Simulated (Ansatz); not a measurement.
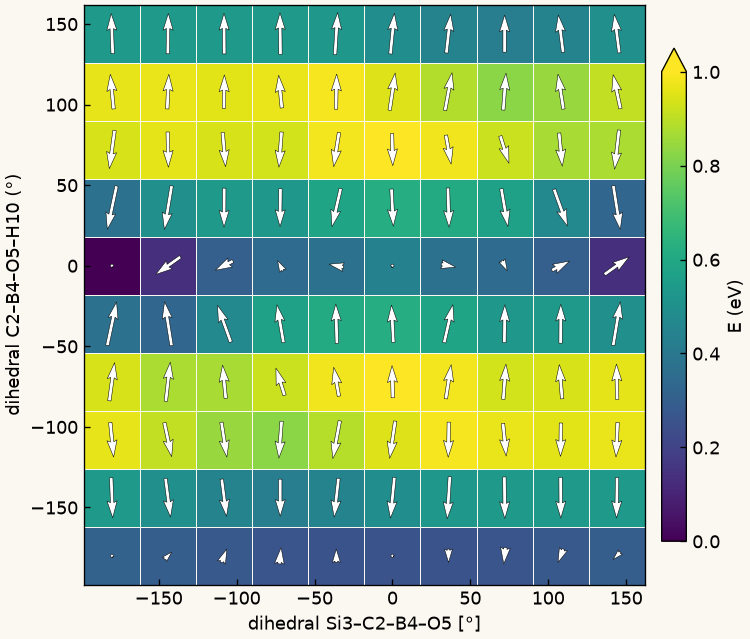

Energy landscape of CH₅BO₂Si, SMILES O=C([SiH3])BO. The first coordinate is: dihedral Si3–C2–B4–O5; the second: dihedral C2–B4–O5–H10. Nothing is relaxed (all other coordinates rigid). Grid: 10 × 10 points. Points are written as (first, second). Energies: eV, counted from the lowest grid point. Energies and slopes of some neighbouring points disagree (a jump in structure or state, or too coarse a mesh). The calculation used Ansatz, RKS r2SCAN-D4/def2-SVP.

Drawn: one coloured cell a grid point, arrows along the force (downhill), their lengths compressed, one colour for all values above the top of the scale. 

Q: What does the map say about the system?

A: The lowest grid point is at (−180°, 0°). Other grid points that lie below all their neighbours: (0°, −180°) (0.26 eV higher). The highest grid point, (0°, 72°), lies 1.00 eV above the lowest. At the lowest point O1···H10 is 2.04 Å, a hydrogen-bond distance.

The whole map (100 points run) took 11 min on 1 thread of Arm Neoverse V2, with other jobs on the host.
